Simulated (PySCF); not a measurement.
# C₂H₈N₂Si: NMR shifts at several levels of theory

How much do the NMR shifts of C₂H₈N₂Si (`C=C[SiH](N)N`) depend on the level of theory, and what does each level cost?

The runs use PySCF 2.14.0, with density-fitted response routines of our own; the level of theory stands in each step. All values are computed, except where a source is named. Atoms are numbered from 0 throughout.

### Step 1. Starting geometry

13 atoms, charge 0, multiplicity 1; geometry from: GFN2-xTB. The atoms were then displaced at random by about 0.01 Å, so the start is not that level's minimum.

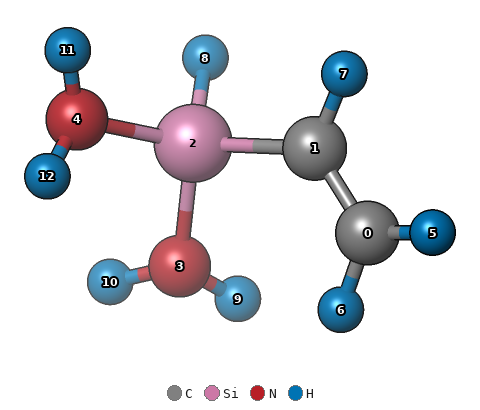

As it starts; carbon grey, silicon pink, nitrogen red, hydrogen blue, atoms numbered.

### Step 2. Geometry optimisation at PBE0-D3(BJ)/def2-SVP

What the job is given:

```
{"job": {"xc": "PBE0", "basis": "def2-SVP", "d3": "d3bj", "grid": 1, "shake": 0.01, "kind": "geom"}, "charge": 0, "multiplicity": 1}
C      1.823170     0.063750     1.139190
C      1.327100    -0.322570    -0.034710
Si    -0.511500    -0.422770    -0.526070
N     -1.370620    -0.177310     0.923630
N     -1.094990     0.806400    -1.581960
H      2.855460     0.151480     1.352510
H      1.150450     0.387050     1.931270
H      2.065440    -0.598550    -0.799780
H     -0.710410    -1.663370    -1.247340
H     -1.223540    -0.794730     1.714560
H     -2.405800    -0.050510     0.832240
H     -0.721200     0.844970    -2.502170
H     -1.177740     1.759280    -1.211690
```

Started as:

```console
$ OMP_NUM_THREADS=1 python probes_run.py task.json out
```

The driver reads the jobs from task.json and runs them one after another.

Log:

```text
step   0  E = -479.47856704  max force = 0.040121
step   1  E = -479.48232759  max force = 0.006960
step   2  E = -479.48364356  max force = 0.004881
step   3  E = -479.48436236  max force = 0.003833
step   4  E = -479.48468897  max force = 0.002162
step   5  E = -479.48493169  max force = 0.001203
step   6  E = -479.48513737  max force = 0.002263
step   7  E = -479.48522091  max force = 0.001688
step   8  E = -479.48525058  max force = 0.000821
step   9  E = -479.48527379  max force = 0.000525
step  10  E = -479.48528204  max force = 0.000517
step  11  E = -479.48528870  max force = 0.000214
optimisation converged
```

Wall time 92 s (1 thread of Arm Neoverse N1, shared host); peak memory 0.48 GiB.

Step by step:

| step | energy from step 0 (eV) | largest force component (eV/Å) |
| --- | --- | --- |
| 0 | 0.0000 | 2.0631 |
| 1 | -0.1023 | 0.3579 |
| 2 | -0.1381 | 0.2510 |
| 3 | -0.1577 | 0.1971 |
| 4 | -0.1666 | 0.1112 |
| 5 | -0.1732 | 0.0619 |
| 6 | -0.1788 | 0.1164 |
| 7 | -0.1811 | 0.0868 |
| 8 | -0.1819 | 0.0422 |
| 9 | -0.1825 | 0.0270 |
| 10 | -0.1827 | 0.0266 |
| 11 | -0.1829 | 0.0110 |

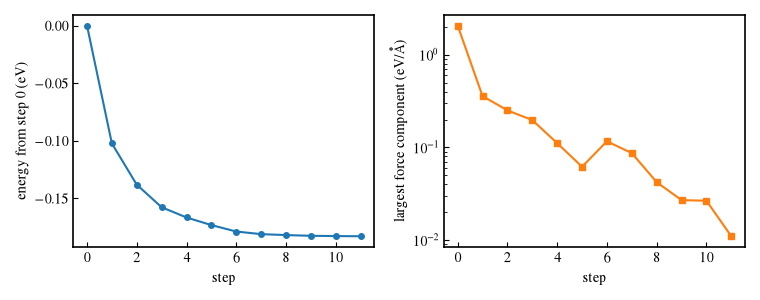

Energy and force, step by step.

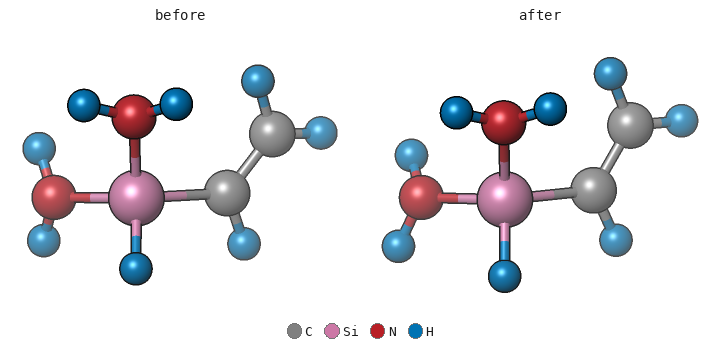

The geometry before (left) and after (right).

Close pairs (by a distance rule), those that changed most:

| bond | before (Å) | after (Å) | change (Å) |
| --- | --- | --- | --- |
| Si2–H8 | 1.449 | 1.502 | +0.053 |
| C0–H5 | 1.058 | 1.096 | +0.039 |
| N3–H10 | 1.047 | 1.014 | -0.033 |
| C1–Si2 | 1.906 | 1.876 | -0.030 |
| Si2–N3 | 1.703 | 1.730 | +0.027 |
| N4–H11 | 0.994 | 1.013 | +0.019 |
| N4–H12 | 1.026 | 1.014 | -0.011 |
| C0–H6 | 1.088 | 1.096 | +0.008 |

The next job starts from the end point, and lists it.

| at the end point | value |
| --- | --- |
| point group (found at 0.08 Å tolerance) | C1 |
| rotational constants (GHz, main isotopes) | 5.675, 2.892, 2.288 |
| dipole moment (D) | 0.49 |

### Step 3. Nuclear shieldings: PBE0/pcSseg-2

What the job is given:

```
{"job": {"kind": "nmr", "xc": "PBE0", "basis": "pcSseg-2", "pop": false}, "charge": 0, "multiplicity": 1}
C      1.717036     0.252090     1.174670
C      1.338735    -0.274624     0.003196
Si    -0.451869    -0.428352    -0.533965
N     -1.375656    -0.349180     0.926679
N     -1.067744     0.811046    -1.571872
H      2.769886     0.356401     1.462371
H      0.976080     0.607911     1.900114
H      2.127164    -0.606790    -0.686889
H     -0.571747    -1.669936    -1.369857
H     -1.104491    -0.907928     1.727731
H     -2.384663    -0.279613     0.853564
H     -1.020532     0.683595    -2.575608
H     -0.947596     1.786024    -1.319967
```

Method: GIAO PBE0/pcSseg-2 NMR shielding, non-relativistic, gas phase.

Log:

```text
coarse grid: 10880 points
cycle   1  E = -479.7210280476  dE =  2.948e-01  |g| = 6.211e-01  |ddm| = 2.500e+00
cycle   2  E = -479.6559091005  dE =  6.512e-02  |g| = 8.233e-01  |ddm| = 1.018e+00
cycle   3  E = -479.8053938500  dE = -1.495e-01  |g| = 6.516e-02  |ddm| = 6.249e-01
cycle   4  E = -479.8062001867  dE = -8.063e-04  |g| = 2.912e-02  |ddm| = 6.596e-02
cycle   5  E = -479.8064101945  dE = -2.100e-04  |g| = 6.326e-03  |ddm| = 2.301e-02
cycle   6  E = -479.8064174609  dE = -7.266e-06  |g| = 3.503e-03  |ddm| = 6.821e-03
cycle   7  E = -479.8064205837  dE = -3.123e-06  |g| = 4.151e-04  |ddm| = 2.461e-03
final grid: 99304 points
cycle   8  E = -479.8127103454  dE = -6.893e-05  |g| = 8.648e-03  |ddm| = 3.221e-02
cycle   9  E = -479.8126994574  dE =  1.089e-05  |g| = 1.133e-02  |ddm| = 1.293e-02
cycle  10  E = -479.8127268876  dE = -2.743e-05  |g| = 7.878e-04  |ddm| = 7.049e-03
cycle  11  E = -479.8127270136  dE = -1.261e-07  |g| = 3.108e-04  |ddm| = 8.265e-04
cycle  12  E = -479.8127270370  dE = -2.338e-08  |g| = 4.741e-05  |ddm| = 2.316e-04
cycle  13  E = -479.8127270375  dE = -4.743e-10  |g| = 7.288e-06  |ddm| = 5.741e-05
converged SCF energy = -479.8127270375

GIAO shielding tensors (ppm)
atom      isotropic    diamagn.    paramagn.     s11        s22        s33       span
  0 C       39.571     252.499    -212.927    -92.179     42.654    168.239    260.417
  1 C       31.234     257.060    -225.826    -95.524     23.614    165.612    261.135
  2 Si     374.856     876.775    -501.919    343.231    368.995    412.341     69.110
  3 N      241.761     316.631     -74.869    204.800    249.272    271.211     66.411
  4 N      237.059     319.296     -82.238    209.873    240.829    260.474     50.601
  5 H       24.897      29.234      -4.337     22.045     24.476     28.171      6.125
  6 H       24.719      32.475      -7.755     21.108     23.664     29.386      8.278
  7 H       24.777      31.110      -6.333     22.013     25.320     26.997      4.985
  8 H       26.171      29.681      -3.511     23.382     23.991     31.139      7.757
  9 H       30.993      32.279      -1.286     24.171     27.108     41.699     17.528
 10 H       30.866      30.799       0.068     24.261     27.231     41.107     16.847
 11 H       30.615      31.022      -0.408     24.383     26.010     41.452     17.069
 12 H       30.927      32.130      -1.202     24.666     27.301     40.816     16.150
```

It took 74 s on 1 thread of Arm Neoverse N1, shared host; peak memory 1.2 GiB.

Shifts follow as δ = σ(reference) − σ, with reference shieldings (ppm) from runs at the same level and on the same kind of geometry: ¹H TMS 31.25, ¹³C TMS 184.1, ²⁹Si TMS 341.3, ¹⁵N NH3 261.7. The references are single molecules in the gas phase, so shifts against H2O, NH3, PH3, H3PO4 or CFCl3 are not on the usual liquid scales and can be off by tens of ppm. Atoms listed in one row are averaged.

| atoms | environment | σ (ppm) | δ (ppm) |
| --- | --- | --- | --- |
| C1 | alkene CH | 31.2 | 152.9 |
| C0 | terminal =CH2 carbon | 39.6 | 144.6 |
| H6 | hydrogen on a terminal =CH2 carbon | 24.72 | 6.53 |
| H7 | hydrogen on an alkene CH | 24.78 | 6.47 |
| H5 | hydrogen on a terminal =CH2 carbon | 24.90 | 6.35 |
| H8 | hydrogen on a silicon bonded to C, 2 N | 26.17 | 5.07 |
| H9, H10, H11, H12 | hydrogen on a nitrogen bonded to Si | 30.85 | 0.39 |
| Si2 | silicon bonded to C, 2 N, H | 374.9 | -33.6 |
| N3, N4 | nitrogen bonded to Si, 2 H | 239.4 | 22.3 |

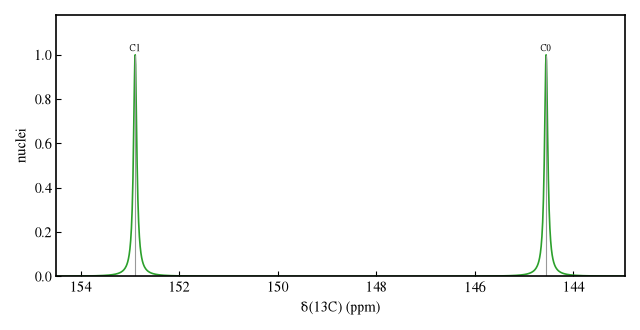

¹³C lines at the computed shifts, without couplings. Lines are broadened to a width of 0.08 ppm (Lorentzian).

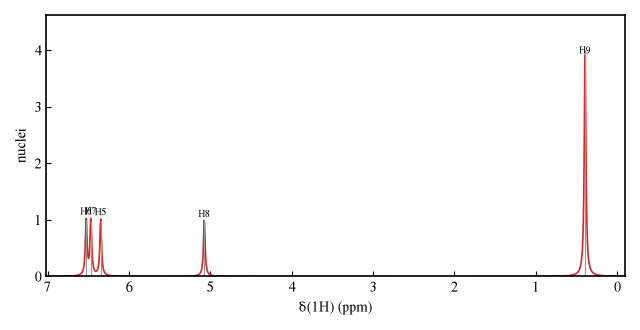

¹H lines at the computed shifts, without couplings. Lines are broadened to a width of 0.02 ppm (Lorentzian).

### Step 4. Shielding tensors: mPW1PW91/pcSseg-2

Same as in step 3 but for these lines:

```diff
@@ -1,2 +1,2 @@
-{"job": {"kind": "nmr", "xc": "PBE0", "basis": "pcSseg-2", "pop": false}, "charge": 0, "multiplicity": 1}
+{"job": {"kind": "nmr", "xc": "mPW1PW91", "basis": "pcSseg-2", "pop": false}, "charge": 0, "multiplicity": 1}
 C      1.717036     0.252090     1.174670
```

Method: GIAO mPW1PW91/pcSseg-2 NMR shielding, non-relativistic, gas phase.

Log:

```text
coarse grid: 10880 points
cycle   1  E = -480.0325001846  dE =  2.961e-01  |g| = 6.321e-01  |ddm| = 2.493e+00
cycle   2  E = -479.9661908146  dE =  6.631e-02  |g| = 8.353e-01  |ddm| = 1.022e+00
cycle   3  E = -480.1196949014  dE = -1.535e-01  |g| = 6.534e-02  |ddm| = 6.332e-01
cycle   4  E = -480.1205145861  dE = -8.197e-04  |g| = 2.930e-02  |ddm| = 6.610e-02
cycle   5  E = -480.1207275004  dE = -2.129e-04  |g| = 6.218e-03  |ddm| = 2.309e-02
cycle   6  E = -480.1207345715  dE = -7.071e-06  |g| = 3.470e-03  |ddm| = 6.848e-03
cycle   7  E = -480.1207376437  dE = -3.072e-06  |g| = 4.352e-04  |ddm| = 2.437e-03
final grid: 99304 points
cycle   8  E = -480.1268263060  dE = -6.349e-05  |g| = 6.758e-03  |ddm| = 3.166e-02
cycle   9  E = -480.1268198995  dE =  6.407e-06  |g| = 8.833e-03  |ddm| = 1.028e-02
cycle  10  E = -480.1268364519  dE = -1.655e-05  |g| = 6.077e-04  |ddm| = 5.420e-03
cycle  11  E = -480.1268365233  dE = -7.142e-08  |g| = 2.868e-04  |ddm| = 6.885e-04
cycle  12  E = -480.1268365435  dE = -2.013e-08  |g| = 4.182e-05  |ddm| = 2.126e-04
cycle  13  E = -480.1268365438  dE = -3.727e-10  |g| = 1.215e-05  |ddm| = 5.287e-05
converged SCF energy = -480.1268365438

GIAO shielding tensors (ppm)
atom      isotropic    diamagn.    paramagn.     s11        s22        s33       span
  0 C       38.927     252.675    -213.748    -93.242     42.561    167.463    260.705
  1 C       30.879     256.885    -226.006    -96.069     23.468    165.238    261.307
  2 Si     374.097     876.920    -502.823    342.530    368.087    411.674     69.145
  3 N      241.213     316.677     -75.464    204.384    248.782    270.473     66.089
  4 N      236.564     319.225     -82.660    209.451    240.616    259.626     50.175
  5 H       24.967      29.221      -4.254     22.116     24.547     28.239      6.123
  6 H       24.793      32.496      -7.703     21.181     23.727     29.471      8.290
  7 H       24.860      31.112      -6.252     22.109     25.387     27.083      4.974
  8 H       26.261      29.745      -3.484     23.483     24.082     31.218      7.735
  9 H       31.043      32.317      -1.275     24.236     27.197     41.695     17.459
 10 H       30.915      30.835       0.080     24.308     27.314     41.124     16.815
 11 H       30.675      31.035      -0.361     24.457     26.101     41.467     17.010
 12 H       30.978      32.141      -1.163     24.715     27.395     40.824     16.109
```

Run time: 74 s. Hardware: 1 thread of Arm Neoverse N1, shared host; peak memory 1.2 GiB.

In short: δ C1 152.6, C0 144.6, Si2 -34.1, N3 21.6, H6 6.50, H7 6.43 ppm (means over like atoms).

### Step 5. Shielding tensors: WP04/pcSseg-2

Same as in step 4 but for these lines:

```diff
@@ -1,2 +1,2 @@
-{"job": {"kind": "nmr", "xc": "mPW1PW91", "basis": "pcSseg-2", "pop": false}, "charge": 0, "multiplicity": 1}
+{"job": {"kind": "nmr", "xc": "WP04", "basis": "pcSseg-2", "pop": false}, "charge": 0, "multiplicity": 1}
 C      1.717036     0.252090     1.174670
```

With the program's defaults for keys left out, this is: GIAO WP04/pcSseg-2 NMR shielding, non-relativistic, gas phase.

Log:

```text
coarse grid: 10880 points
cycle   1  E = -487.7562642657  dE =  3.201e-01  |g| = 1.022e+00  |ddm| = 2.473e+00
cycle   2  E = -487.4399277791  dE =  3.163e-01  |g| = 1.522e+00  |ddm| = 1.698e+00
cycle   3  E = -487.9738955116  dE = -5.340e-01  |g| = 1.394e-01  |ddm| = 1.225e+00
cycle   4  E = -487.9777575789  dE = -3.862e-03  |g| = 6.261e-02  |ddm| = 1.417e-01
cycle   5  E = -487.9787404815  dE = -9.829e-04  |g| = 1.420e-02  |ddm| = 4.940e-02
cycle   6  E = -487.9787703617  dE = -2.988e-05  |g| = 9.664e-03  |ddm| = 1.583e-02
cycle   7  E = -487.9787948571  dE = -2.450e-05  |g| = 1.180e-03  |ddm| = 6.256e-03
cycle   8  E = -487.9787951756  dE = -3.185e-07  |g| = 2.690e-04  |ddm| = 1.242e-03
final grid: 99304 points
cycle   9  E = -487.9919081824  dE = -1.060e-04  |g| = 9.385e-03  |ddm| = 4.277e-02
cycle  10  E = -487.9918877062  dE =  2.048e-05  |g| = 1.358e-02  |ddm| = 1.379e-02
cycle  11  E = -487.9919268671  dE = -3.916e-05  |g| = 1.152e-03  |ddm| = 8.036e-03
cycle  12  E = -487.9919271092  dE = -2.421e-07  |g| = 4.532e-04  |ddm| = 1.127e-03
cycle  13  E = -487.9919271586  dE = -4.945e-08  |g| = 1.159e-04  |ddm| = 3.705e-04
cycle  14  E = -487.9919271606  dE = -1.973e-09  |g| = 6.018e-05  |ddm| = 1.012e-04
cycle  15  E = -487.9919271615  dE = -9.245e-10  |g| = 9.901e-06  |ddm| = 3.997e-05
converged SCF energy = -487.9919271615

GIAO shielding tensors (ppm)
atom      isotropic    diamagn.    paramagn.     s11        s22        s33       span
  0 C       29.942     253.533    -223.591   -102.063     37.429    154.461    256.524
  1 C       23.106     257.297    -234.191   -103.056     17.162    155.213    258.269
  2 Si     371.562     879.078    -507.516    341.673    364.678    408.337     66.664
  3 N      231.960     317.645     -85.686    195.378    241.128    259.373     63.995
  4 N      227.721     319.874     -92.154    199.875    233.894    249.392     49.516
  5 H       25.657      29.557      -3.901     22.936     25.194     28.840      5.905
  6 H       25.508      33.249      -7.742     22.010     24.404     30.108      8.098
  7 H       25.637      31.423      -5.786     23.024     26.037     27.851      4.827
  8 H       27.257      30.400      -3.143     24.555     25.100     32.117      7.561
  9 H       31.318      32.749      -1.431     24.685     27.939     41.331     16.646
 10 H       31.211      31.032       0.179     24.679     28.034     40.921     16.243
 11 H       31.052      31.138      -0.086     25.007     26.885     41.263     16.256
 12 H       31.277      32.590      -1.313     25.094     28.137     40.598     15.504
```

Run time: 79 s. Hardware: 1 thread of Arm Neoverse N1, shared host; peak memory 1.2 GiB.

In short: δ C1 149.0, C0 142.2, Si2 -43.6, N3 14.9, H6 6.10, H7 5.97 ppm (means over like atoms).

### Step 6. Nuclear shieldings: B97-2/pcSseg-2

Same as in step 5 but for these lines:

```diff
@@ -1,2 +1,2 @@
-{"job": {"kind": "nmr", "xc": "WP04", "basis": "pcSseg-2", "pop": false}, "charge": 0, "multiplicity": 1}
+{"job": {"kind": "nmr", "xc": "B97-2", "basis": "pcSseg-2", "pop": false}, "charge": 0, "multiplicity": 1}
 C      1.717036     0.252090     1.174670
```

With the program's defaults for keys left out, this is: GIAO B97-2/pcSseg-2 NMR shielding, non-relativistic, gas phase.

Log:

```text
coarse grid: 10880 points
cycle   1  E = -480.0088710320  dE =  2.830e-01  |g| = 6.423e-01  |ddm| = 2.506e+00
cycle   2  E = -479.9273245746  dE =  8.155e-02  |g| = 8.787e-01  |ddm| = 1.079e+00
cycle   3  E = -480.1002011989  dE = -1.729e-01  |g| = 6.804e-02  |ddm| = 6.858e-01
cycle   4  E = -480.1011254168  dE = -9.242e-04  |g| = 3.140e-02  |ddm| = 7.210e-02
cycle   5  E = -480.1013703823  dE = -2.450e-04  |g| = 7.321e-03  |ddm| = 2.462e-02
cycle   6  E = -480.1013810220  dE = -1.064e-05  |g| = 3.922e-03  |ddm| = 7.980e-03
cycle   7  E = -480.1013850119  dE = -3.990e-06  |g| = 4.742e-04  |ddm| = 2.808e-03
final grid: 99304 points
cycle   8  E = -480.1042005372  dE = -8.355e-05  |g| = 3.903e-03  |ddm| = 4.033e-02
cycle   9  E = -480.1042003354  dE =  2.018e-07  |g| = 3.200e-03  |ddm| = 4.730e-03
cycle  10  E = -480.1042022986  dE = -1.963e-06  |g| = 1.042e-03  |ddm| = 2.593e-03
cycle  11  E = -480.1042025161  dE = -2.175e-07  |g| = 2.377e-04  |ddm| = 7.686e-04
cycle  12  E = -480.1042025273  dE = -1.112e-08  |g| = 1.060e-04  |ddm| = 2.000e-04
cycle  13  E = -480.1042025298  dE = -2.570e-09  |g| = 3.288e-05  |ddm| = 8.060e-05
cycle  14  E = -480.1042025301  dE = -2.753e-10  |g| = 3.603e-06  |ddm| = 2.483e-05
converged SCF energy = -480.1042025301

GIAO shielding tensors (ppm)
atom      isotropic    diamagn.    paramagn.     s11        s22        s33       span
  0 C       42.484     252.877    -210.394    -85.945     46.600    166.796    252.740
  1 C       34.673     257.214    -222.541    -88.994     27.886    165.128    254.122
  2 Si     382.672     877.107    -494.435    351.922    376.940    419.153     67.231
  3 N      241.500     316.751     -75.251    204.887    249.249    270.365     65.477
  4 N      237.043     319.289     -82.246    209.827    241.391    259.910     50.083
  5 H       25.085      29.219      -4.134     22.267     24.648     28.340      6.073
  6 H       24.908      32.682      -7.773     21.404     23.829     29.492      8.088
  7 H       24.991      31.197      -6.206     22.346     25.507     27.119      4.773
  8 H       26.384      29.902      -3.518     23.613     24.209     31.331      7.718
  9 H       31.118      32.424      -1.306     24.324     27.331     41.699     17.375
 10 H       31.007      30.907       0.100     24.413     27.451     41.157     16.744
 11 H       30.762      31.094      -0.332     24.560     26.227     41.497     16.937
 12 H       31.067      32.270      -1.203     24.818     27.519     40.865     16.046
```

Wall time 78 s (1 thread of Arm Neoverse N1, shared host); peak memory 1.2 GiB.

In short: δ C1 148.8, C0 141.0, Si2 -35.1, N3 20.3, H6 6.45, H7 6.37 ppm (means over like atoms).

### Step 7. Nuclear shieldings: BHandHLYP/pcSseg-2

Same as in step 6 but for these lines:

```diff
@@ -1,2 +1,2 @@
-{"job": {"kind": "nmr", "xc": "B97-2", "basis": "pcSseg-2", "pop": false}, "charge": 0, "multiplicity": 1}
+{"job": {"kind": "nmr", "xc": "BHandHLYP", "basis": "pcSseg-2", "pop": false}, "charge": 0, "multiplicity": 1}
 C      1.717036     0.252090     1.174670
```

Method: GIAO BHandHLYP/pcSseg-2 NMR shielding, non-relativistic, gas phase.

Log:

```text
coarse grid: 10880 points
cycle   1  E = -479.9769878748  dE =  3.389e-01  |g| = 5.236e-01  |ddm| = 2.478e+00
cycle   2  E = -479.9867508889  dE = -9.763e-03  |g| = 5.016e-01  |ddm| = 7.041e-01
cycle   3  E = -480.0394152354  dE = -5.266e-02  |g| = 4.745e-02  |ddm| = 3.361e-01
cycle   4  E = -480.0398716199  dE = -4.564e-04  |g| = 1.988e-02  |ddm| = 4.572e-02
cycle   5  E = -480.0399674402  dE = -9.582e-05  |g| = 3.411e-03  |ddm| = 1.641e-02
cycle   6  E = -480.0399705082  dE = -3.068e-06  |g| = 6.519e-04  |ddm| = 3.360e-03
final grid: 99304 points
cycle   7  E = -480.0479279414  dE = -2.538e-05  |g| = 3.404e-03  |ddm| = 2.087e-02
cycle   8  E = -480.0479281527  dE = -2.113e-07  |g| = 3.340e-03  |ddm| = 4.550e-03
cycle   9  E = -480.0479304857  dE = -2.333e-06  |g| = 2.813e-04  |ddm| = 1.951e-03
cycle  10  E = -480.0479305001  dE = -1.449e-08  |g| = 1.555e-04  |ddm| = 3.398e-04
cycle  11  E = -480.0479305062  dE = -6.077e-09  |g| = 3.402e-05  |ddm| = 1.433e-04
cycle  12  E = -480.0479305065  dE = -2.793e-10  |g| = 1.289e-05  |ddm| = 3.039e-05
converged SCF energy = -480.0479305065

GIAO shielding tensors (ppm)
atom      isotropic    diamagn.    paramagn.     s11        s22        s33       span
  0 C       39.318     251.297    -211.980    -99.690     49.258    168.385    268.076
  1 C       31.247     256.464    -225.217   -101.870     28.208    167.404    269.274
  2 Si     382.519     875.090    -492.572    353.083    376.319    418.154     65.071
  3 N      242.484     316.185     -73.701    205.895    250.130    271.425     65.530
  4 N      237.873     318.952     -81.079    210.927    241.245    261.448     50.521
  5 H       25.197      29.528      -4.330     22.270     24.565     28.756      6.486
  6 H       25.028      32.562      -7.534     21.469     23.812     29.804      8.335
  7 H       25.151      31.379      -6.228     22.493     25.502     27.459      4.966
  8 H       26.708      29.740      -3.031     23.926     24.480     31.719      7.793
  9 H       31.127      32.451      -1.325     24.221     27.301     41.858     17.638
 10 H       30.953      30.980      -0.027     24.218     27.291     41.350     17.132
 11 H       30.764      31.277      -0.514     24.479     26.114     41.698     17.218
 12 H       31.066      32.314      -1.248     24.694     27.473     41.031     16.337
```

It took 74 s on 1 thread of Arm Neoverse N1, shared host; peak memory 1.2 GiB.

In short: δ C1 153.0, C0 144.9, Si2 -36.8, N3 19.6, H6 6.42, H7 6.30 ppm (means over like atoms).

(Part 1 of 2 ends here.)
